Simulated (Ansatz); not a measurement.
Single-point calculation, with input and output: Cs₈Sb₂Ca₆F₂₄ (part 2 of 2)

Continued. System: Cs₈Sb₂Ca₆F₂₄ (defect cell, 40 atoms in the cell). Method: DFT, HSE06, PAW, plane waves (Ansatz 0.2.0); cutoff 420 eV, 1×1×1 k-mesh, Fermi–Dirac smearing of 0.01 eV. 

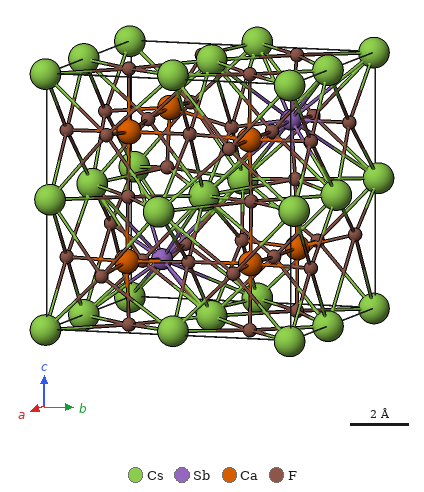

Figure 1. The structure (ball-and-stick view of the cell of the calculation, seen slightly off an axis).

**What the program printed, continued**
```
SCF iter   1: F=—  HF=-88741.776770 eV  |F-HF|=—  |Δ(HF+E_count)|=         —  Δρ=8.65e-3  dr2=6.92e-1  ethr=3.20e-7  ⟨swp⟩=16.0  Hψ=1359  notcnv=0
preconditioner: auto → none  [insulator: Δε(μ)=2.614 eV  Ē_g=13.014 eV  σ=0.010 eV  W_gap=1.00  n_scr=170 (ndim 8)  ℏωp=19.4 eV  f_vac=0.028  D(μ)=0.00/eV (n_scr^D=0)]
SCF iter   2: F=—  HF=-88741.582975 eV  |F-HF|=—  |Δ(HF+E_count)|=   1.94e-1  Δρ=6.46e-3  dr2=1.08e-1  ethr=3.20e-7  ⟨swp⟩=10.0  Hψ=1066  notcnv=0
SCF iter   3: F=—  HF=-88741.655071 eV  |F-HF|=—  |Δ(HF+E_count)|=   7.21e-2  Δρ=2.32e-3  dr2=2.33e-2  ethr=3.20e-7  ⟨swp⟩=8.0  Hψ=939  notcnv=0
SCF iter   4: F=—  HF=-88741.646790 eV  |F-HF|=—  |Δ(HF+E_count)|=   8.28e-3  Δρ=9.94e-4  dr2=4.44e-3  ethr=3.20e-7  ⟨swp⟩=5.0  Hψ=688  notcnv=0
SCF iter   5: F=—  HF=-88741.645423 eV  |F-HF|=—  |Δ(HF+E_count)|=   1.37e-3  Δρ=7.75e-5  dr2=7.67e-4  ethr=3.20e-7  ⟨swp⟩=4.0  Hψ=568  notcnv=0
SCF iter   6: F=—  HF=-88741.652235 eV  |F-HF|=—  |Δ(HF+E_count)|=   6.81e-3  Δρ=6.86e-4  dr2=2.28e-3  ethr=1.10e-8  ⟨swp⟩=7.0  Hψ=897  notcnv=0
SCF iter   7: F=-88741.651485 eV  HF=-88741.651494 eV  |F-HF|=9.89e-6  |Δ(HF+E_count)|=   7.41e-4  Δρ=3.69e-5  dr2=2.09e-5  ethr=1.10e-8  ⟨swp⟩=5.0  Hψ=715  notcnv=0
SCF 2 stopped early in 7 iterations: F = -88741.651485 eV  dr2 = 2.09e-5
  Residual-converged pass: ⟨swp⟩=3.0  Hψ=530  notcnv=0  max |occ|·‖R‖ = 6.5e-6 eV (tolerance 6.7e-6 eV)  dr2=2.09e-5  dr2_onsite=5.51e-7  max |Δocc| = 0.0e0
hybrid outer 1: dexx = +1.170e-1 eV, tail = 2.69e-4 eV
SCF iter   1: F=—  HF=-88741.650932 eV  |F-HF|=—  |Δ(HF+E_count)|=         —  Δρ=8.64e-5  dr2=3.42e-5  ethr=4.08e-7  ⟨swp⟩=10.0  Hψ=635  notcnv=0
preconditioner: auto → none  [insulator: Δε(μ)=2.614 eV  Ē_g=12.844 eV  σ=0.010 eV  W_gap=1.00  n_scr=170 (ndim 8)  ℏωp=19.4 eV  f_vac=0.035  D(μ)=0.00/eV (n_scr^D=0)]
SCF iter   2: F=—  HF=-88741.650922 eV  |F-HF|=—  |Δ(HF+E_count)|=   9.82e-6  Δρ=1.78e-5  dr2=9.77e-7  ethr=9.83e-9  ⟨swp⟩=4.0  Hψ=467  notcnv=0
SCF iter   3: F=—  HF=-88741.650926 eV  |F-HF|=—  |Δ(HF+E_count)|=   3.84e-6  Δρ=1.36e-5  dr2=7.91e-7  ethr=1.82e-10  ⟨swp⟩=8.0  Hψ=761  notcnv=0
SCF iter   4: F=—  HF=-88741.650926 eV  |F-HF|=—  |Δ(HF+E_count)|=   2.10e-7  Δρ=2.61e-6  dr2=5.35e-8  ethr=1.82e-10  ⟨swp⟩=4.0  Hψ=466  notcnv=0
SCF iter   5: F=-88741.650926 eV  HF=-88741.650926 eV  |F-HF|=8.00e-10  |Δ(HF+E_count)|=   1.12e-8  Δρ=6.71e-7  dr2=5.23e-9  ethr=1.19e-11  ⟨swp⟩=4.0  Hψ=449  notcnv=0
SCF 3 converged in 5 iterations: F = -88741.650926 eV  dr2 = 5.23e-9
  Residual-converged pass: ⟨swp⟩=3.0  Hψ=412  notcnv=0  max |occ|·‖R‖ = 1.8e-6 eV (tolerance 2.0e-6 eV)  dr2=5.27e-9  dr2_onsite=1.60e-10  max |Δocc| = 0.0e0
hybrid outer 2: dexx = +3.866e-6 eV, tail = 6.37e-8 eV, Δε = 6.56e-3 eV (about 1.21e-4 eV left of the loop's levels), ΔF = 1.20e-2 eV/Å (tail 1.06e-3)
SCF iter   1: F=—  HF=-88741.650926 eV  |F-HF|=—  |Δ(HF+E_count)|=         —  Δρ=1.91e-6  dr2=1.03e-8  ethr=9.65e-11  ⟨swp⟩=13.0  Hψ=708  notcnv=0
preconditioner: auto → none  [insulator: Δε(μ)=2.613 eV  Ē_g=12.843 eV  σ=0.010 eV  W_gap=1.00  n_scr=170 (ndim 8)  ℏωp=19.4 eV  f_vac=0.035  D(μ)=0.00/eV (n_scr^D=0)]
SCF iter   2: F=-88741.650926 eV  HF=-88741.650926 eV  |F-HF|=2.91e-10  |Δ(HF+E_count)|=   2.30e-9  Δρ=4.11e-7  dr2=6.88e-10  ethr=3.70e-12 (applied; sched 3.03e-12)  ⟨swp⟩=4.0  Hψ=458  notcnv=0
SCF 4 converged in 2 iterations: F = -88741.650926 eV  dr2 = 6.88e-10
  Residual-converged pass: ⟨swp⟩=2.0  Hψ=370  notcnv=0  max |occ|·‖R‖ = 1.7e-6 eV (tolerance 2.1e-6 eV)  dr2=7.07e-10  dr2_onsite=5.67e-11  max |Δocc| = 0.0e0
hybrid outer 3: dexx = +1.473e-9 eV, tail = 1.49e-9 eV, Δε = 6.63e-5 eV (about 1.37e-5 eV left of the loop's levels), ΔF = 1.31e-4 eV/Å (tail 1.02e-4)
NSCF: frozen V_eff on 1 k-points
hybrid SCF converged: 3 outer / 14 inner (+5 warm-up), last move |dexx| = 1.47e-9 eV, tail = 1.49e-9 eV
Stability not checked: this state was not tested for a lower state beside it, because the functional holds exact exchange (a hybrid, or Hartree-Fock), whose exchange loop this test does not read (fock_operator; see scf.lower_state_search)
Free energy (F): -88741.650926 eV
Harris-Foulkes:  -88741.650926 eV  (|F-HF|=2.91e-10)
Internal energy: -88741.650926 eV  (E = F + TS)
E sigma→0 (E₀):  -88741.650926 eV
Fermi energy:    8.749624 eV
--- Per-component energies (eV) ---
  E_band       = -2687.530027
  E_kinetic    = 8269.837324
  E_local      = -25092.356873  (includes V_loc(G=0)·N_el)
  E_nonlocal   = 3070.536184
  E_hartree    = 9810.981589
  E_xc         = -3557.166576
  E_vxc        = -3763.329837  (∫ρ·V_xc dr)
  E_exx        = -1026.022820  (= α·E_x^exact, valence–valence)
  E_paw        = -59561.141769  (= ΣΔE_a)
  E_vpaw       = -2742.182162  (= ΣTr[D̂ρ^β])
  E_aug_tail   = 0.049295  (compensation charges beyond the density's cutoff)
  E_ewald      = -20653.517394
  E_core_change = -2.849886  (= ΣΔE_core)
  E_smearing   = -0.000000  (= −TS)
  E_closure    = 0.000001  (closes the sum)
  Σ components = -88741.650926   (vs F -88741.650926, Δ=-2.91e-11)
--- Forces (eV/Å), atoms counted from 1 ---
  atom   1  Cs     0.03429301    -0.01008928    -0.00399668
  atom   2  Cs    -0.01542727    -0.01300532    -0.00568096
  atom   3  Cs     0.00932656     0.01130678    -0.01105343
  atom   4  Cs    -0.04842843     0.03326035    -0.00268986
  atom   5  Cs    -0.01912716    -0.00380262     0.00246946
  atom   6  Cs     0.01313957    -0.01216594    -0.00684937
  atom   7  Cs    -0.01420123     0.00586962    -0.00945134
  atom   8  Cs     0.05295307     0.02495769    -0.00253187
  atom   9  Sb    -0.01662603    -0.04333824     0.04644528
  atom  10  Sb     0.05107543     0.00446268    -0.24018593
  atom  11  Ca     0.00174937     0.01228617     0.00792510
  atom  12  Ca    -0.00532676     0.02415766     0.02990698
  atom  13  Ca     0.00573766     0.01680405     0.03433786
  atom  14  Ca    -0.00291692    -0.00528287    -0.03617636
  atom  15  Ca    -0.00010952    -0.02339573     0.00961699
  atom  16  Ca    -0.00469894     0.00245192    -0.01164352
  atom  17  F      0.00242709    -0.02737806     0.03372138
  atom  18  F      0.00380000    -0.04215119    -0.02361466
  atom  19  F      0.00125460     0.04916696     0.02223427
  atom  20  F     -0.00293501    -0.04500362     0.25901540
  atom  21  F     -0.00180027    -0.00198055    -0.01302343
  atom  22  F     -0.00065312     0.01592134     0.00900011
  atom  23  F     -0.00126806     0.01127788    -0.00335093
  atom  24  F     -0.00322401    -0.02222090    -0.00441554
  atom  25  F      0.03297930    -0.00660071    -0.00027806
  atom  26  F      0.01701214     0.00864600     0.01223100
  atom  27  F     -0.00037074    -0.00164883     0.01301733
  atom  28  F      0.08834768    -0.00264223    -0.02248495
  atom  29  F     -0.02757271    -0.00684258    -0.00225863
  atom  30  F     -0.01585267     0.01087979     0.01828760
  atom  31  F      0.00643399    -0.00080408     0.01543252
  atom  32  F     -0.15282323    -0.00616245    -0.01391376
  atom  33  F      0.00497061     0.05781635    -0.08196377
  atom  34  F     -0.00082017    -0.13976711     0.01610725
  atom  35  F      0.00676495     0.00092121    -0.02433251
  atom  36  F      0.00582253     0.13439797    -0.01342879
  atom  37  F      0.00187578    -0.00865982     0.00219560
  atom  38  F     -0.00322231     0.00086943     0.00544866
  atom  39  F     -0.00284947     0.00506792     0.02258304
  atom  40  F      0.00041517    -0.00759980    -0.02645732
  max |Σ_I F_I| component: 1.94e-4 eV/Å
--- Band table (eV) ---
  k-point 0: bands = ["-36.4186", "-36.1710", "-36.1257", "-36.1086", "-35.9707", "-35.8157", "-26.5112", "-26.4971", "-26.4052", "-26.3992", "-26.3772", "-24.2310", "-24.1601", "-23.6840", "-23.6625", "-23.5324", "-20.7834", "-20.4681", "-20.2599", "-20.1580", "-19.8837", "-19.8261", "-19.7330", "-19.7033", "-19.6292", "-19.6149", "-19.5845", "-19.5700", "-19.5531", "-19.4678", "-19.3801", "-19.3689", "-19.3513", "-19.3066", "-19.2934", "-19.2630", "-19.0997", "-19.0847", "-18.4321", "-18.2191",
      "-16.1729", "-16.1511", "-16.1323", "-16.1105", "-16.0885", "-16.0654", "-16.0533", "-16.0472", "-15.8974", "-15.8767", "-15.8653", "-15.7362", "-15.7287", "-15.6331", "-15.5688", "-15.5321", "-15.4963", "-15.3370", "-15.3086", "-15.2976", "-15.2576", "-15.2508", "-15.1580", "-15.0573", "-15.0482", "-14.8908", "-5.2478", "-3.4497", "-2.8320", "-2.7682", "-2.6806", "-2.6543", "-2.6246", "-2.5849", "-2.5384", "-2.5047", "-2.4681", "-2.4154", "-2.3587", "-2.3247",
      "-2.2826", "-2.2515", "-2.2270", "-2.2139", "-2.1642", "-2.1239", "-2.1024", "-2.0309", "-2.0142", "-1.9778", "-1.9548", "-1.8452", "-1.6289", "-1.5357", "-1.4139", "-0.5476", "-0.5250", "-0.3829", "-0.2959", "-0.1933", "-0.1751", "-0.1436", "-0.0788", "0.0254", "0.0686", "0.1074", "0.1143", "0.1797", "0.2318", "0.2481", "0.2593", "0.3047", "0.3315", "0.3679", "0.4215", "0.4466", "0.5101", "0.5429", "0.5670", "0.6081",
      "0.6396", "0.6960", "0.7057", "0.7226", "0.7360", "0.7420", "0.7812", "0.8019", "0.8256", "0.8685", "0.9034", "0.9187", "0.9423", "0.9573", "0.9708", "1.0112", "1.0385", "1.0475", "1.0574", "1.0965", "1.1166", "1.1268", "1.1738", "1.1790", "1.2015", "1.2316", "1.2525", "1.2988", "1.3273", "1.3599", "1.3719", "1.4101", "1.4388", "1.4654", "1.4841", "1.5777", "1.8826", "2.0819", "2.2039", "2.2351",
      "2.3358", "2.3584", "3.3733", "3.9340", "7.4431", "10.0562", "10.1648", "10.3487", "10.7184", "10.9218", "11.9622", "12.2769", "12.3646", "12.5267", "12.6129", "12.6684", "12.7376", "12.7573", "12.8209", "12.8366", "12.8975", "12.9269", "12.9551", "12.9697", "13.0225", "13.1022", "13.1363", "13.1641", "13.1925", "13.2714", "13.2908", "13.3337", "13.3912", "13.4604", "13.4913", "13.5713", "13.6017", "13.6799", "13.7345", "13.7541",
      "13.8630", "13.9158", "13.9981", "14.0622", "14.1376"]
--- Löwdin populations: 40 sites ---
  site symbol       q [e]
     0     Cs      8.1256
     1     Cs      8.1104
     2     Cs      8.1082
     3     Cs      8.1153
     4     Cs      8.1290
     5     Cs      8.1124
     6     Cs      8.1089
     7     Cs      8.1181
     8     Sb     14.3788
     9     Sb     13.1784
    10     Ca      8.2490
    11     Ca      8.2333
    12     Ca      8.2430
    13     Ca      8.2412
    14     Ca      8.2403
    15     Ca      8.2361
    16      F      7.7077
    17      F      7.7977
    18      F      7.7123
    19      F      7.6330
    20      F      7.7988
    21      F      7.8016
    22      F      7.8032
    23      F      7.7986
    24      F      7.7055
    25      F      7.7999
    26      F      7.8000
    27      F      7.6908
    28      F      7.7122
    29      F      7.7997
    30      F      7.7999
    31      F      7.6706
    32      F      7.6930
    33      F      7.6617
    34      F      7.7940
    35      F      7.6728
    36      F      7.7989
    37      F      7.8019
    38      F      7.8013
    39      F      7.7999
  spilling = 0.006112 (of n_electrons = 330.000000)
```

**Key numbers**

```csv
quantity,value
outcome,converged
electrons treated,330
free energy,−88741.6509 eV
Fermi energy,8.750 eV
largest force (length of the vector),0.263 eV/Å
hardware,"8 threads of AMD EPYC, 14 GiB of memory available, shared host"
wall time,48 s (CPU time 5.9 min)
peak memory,3.2 GiB
```

The k-point mesh is coarse for a cell of this size, so the results may not be converged.
